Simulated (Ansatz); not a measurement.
# SiH6SeO: single-point calculation

The run: single-point calculation of SiH6SeO. Method and program: RKS PBE0-D4/def2-TZVPP (Ansatz 0.2.0).

The geometry is the product side of a reaction. The reaction was set up to form Si1–Se7 and H2–H6 and to break Si1–H2 and H6–Se7 (atoms counted from 1 in the order of the input); sticks are drawn by distance alone. The geometry comes from this level: PBE0-D4/def2-TZVP.

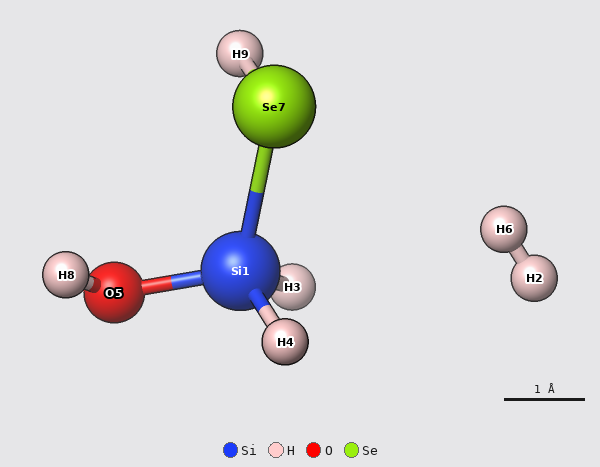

Fig. 1: The structure (ball-and-stick view, seen at a tilt; atoms are numbered from 1 in the order of the input). Bond lengths as drawn: H–H 0.75 Å, H–O 0.96 Å, H–Se 1.47 Å, H–Si 1.48 Å, O–Si 1.64 Å and Se–Si 2.28 Å.

The input
```yaml
crystal:
  periodic: [false, false, false]
  atoms:
    - {symbol: Si, position_ang: [-0.608197, 0.201424, 0.254079]}
    - {symbol: H, position_ang: [1.378746, -2.892681, -0.271196]}
    - {symbol: H, position_ang: [-0.979192, -0.699085, -0.856490]}
    - {symbol: H, position_ang: [-0.412023, -0.542736, 1.523664]}
    - {symbol: O, position_ang: [-1.830976, 1.293505, 0.340126]}
    - {symbol: H, position_ang: [1.658362, -2.208033, -0.378952]}
    - {symbol: Se, position_ang: [1.429359, 1.158272, -0.091067]}
    - {symbol: H, position_ang: [-1.701688, 2.052659, 0.911605]}
    - {symbol: H, position_ang: [1.065609, 1.636776, -1.431768]}
basis:
  gaussian: {orbitals: def2-TZVPP}
hamiltonian: {xc: pbe0, dispersion: d4}
output: {orbitals: {seedname: orbitals}}
```

Launched with:
```bash
ansatz run in.yaml --threads 4 --pin off --events-out ev --progress --plain --max-ram 9574MiB
```

What the program printed
```
Functional definition: PBE0
  name "PBE0"
  cite "Adamo & Barone, J. Chem. Phys. 110, 6158 (1999) doi:10.1063/1.478522"
  cite "Perdew, Burke & Ernzerhof, Phys. Rev. Lett. 77, 3865 (1996) doi:10.1103/PhysRevLett.77.3865"
  parent pbe
  parameter a = 0.25
  parameter kappa = 0.804
  parameter beta = 0.06672455060314922
  exchange = (1 - a)*pbe_x(kappa = kappa, mu = beta*pi^2/3) + a*exact_x
  correlation = pbe_c(beta = beta)
1208 factors; their error is unknown
mean field evaluation 1: about -75356.4750 eV, gradient 5.2e1 eV
mean field evaluation 2: about -75347.4735 eV, gradient 8.6e1 eV
mean field evaluation 4: about -75360.7451 eV, gradient 2.2e0 eV
mean field evaluation 8: about -75361.1897 eV, gradient 1.1e-1 eV
mean field -75361.18971928 eV, -2769.4726405344 hartree, gradient 3.5e-5 eV, S^2 0.000000; 0 other end points of the search recorded, 0 dependent functions left out
reference -75361.18975145 eV, -2769.4726417166 hartree; 31, 31 occupied and 174, 174 virtual orbitals, 1208 factors
Total energy: -75361.32923241 eV, -2769.4777675473 hartree
```

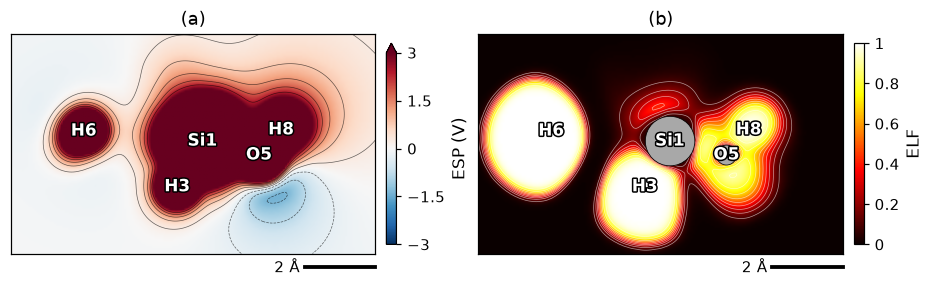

Fig. 2: (a) electrostatic potential; (b) electron localisation function on the plane of atoms H3, Si1 and O5. Grey discs, where drawn, cover atomic cores. Si1···H6 (3.37 Å): the ELF is only about 0 between them (a non-bonded, intermolecular contact). Si–O (1.64 Å): the ELF peaks at about 0.85 between the atoms (a polar covalent bond). Si–H (1.48 Å): the ELF climbs to about 1 towards the hydrogen.

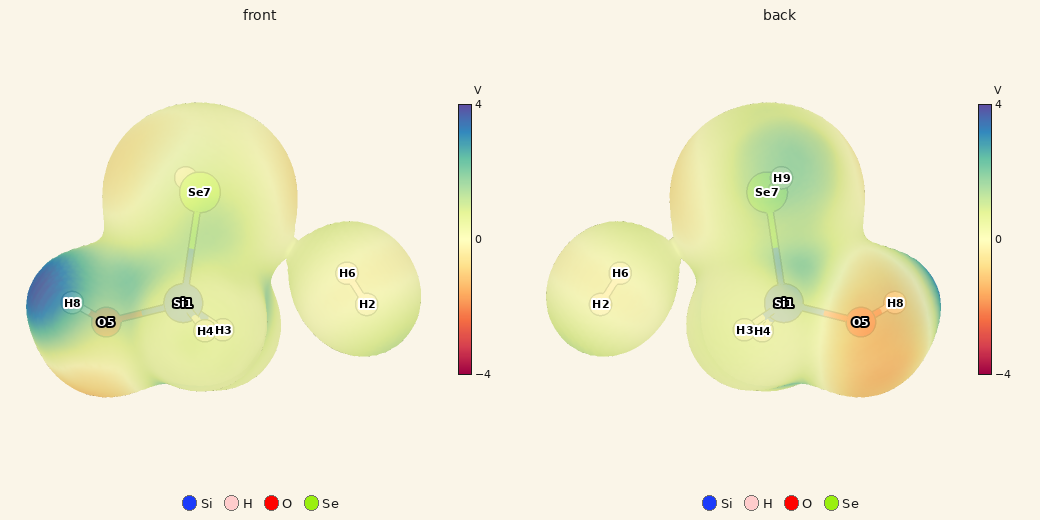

Fig. 3: The electrostatic potential painted on the density surface at 0.004 e/bohr³, seen at a tilt and from behind; the colour scale runs from red (negative) to blue (positive). A positive charge is drawn to the negative regions and a negative charge to the positive ones.

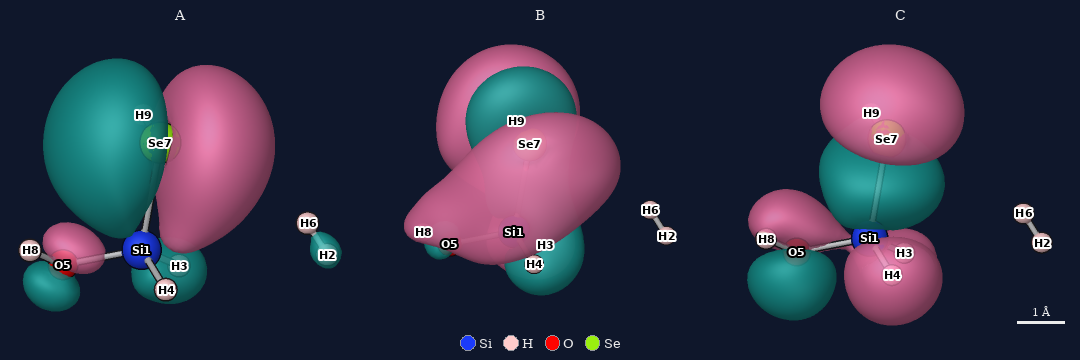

Fig. 4: Three frontier orbitals at ±0.06 Å⁻³ᐟ² (teal and pink are the two phases). C is the HOMO−1 (−8.63 eV). It lies mainly on Se7 (50 %), O5 (20 %) and Si1 (15 %). A is the HOMO (−7.28 eV). B is the LUMO (0.03 eV). Its weight (Hirshfeld) is mainly on Se7 (45 %), H9 (30 %) and Si1 (15 %). The HOMO–LUMO gap is 7.31 eV between the orbital energies.

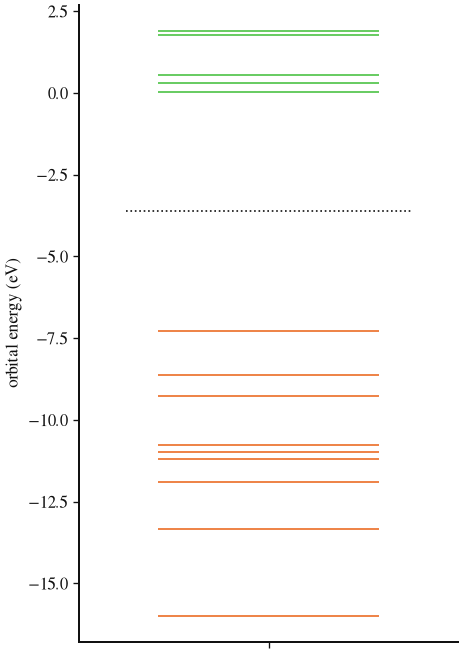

Fig. 5: Orbital energies near the frontier; the dotted line parts filled from empty levels, and levels within 0.02 eV of each other stand side by side. Highest filled −7.28 eV, lowest empty 0.03 eV, 7.31 eV apart.

Summary

```csv
quantity,value
outcome,converged
total energy,−75361.3292 eV
mean-field energy,−75361.1898 eV
dispersion energy,−0.1395 eV
SCF solution under orbital rotations,stable
HOMO,−7.28 eV
LUMO,0.03 eV
hardware,"4 threads of Arm Neoverse V1, 23 GiB of memory available, shared host"
wall time,2.1 s (CPU time 7.8 s)
peak memory,0.46 GiB
```
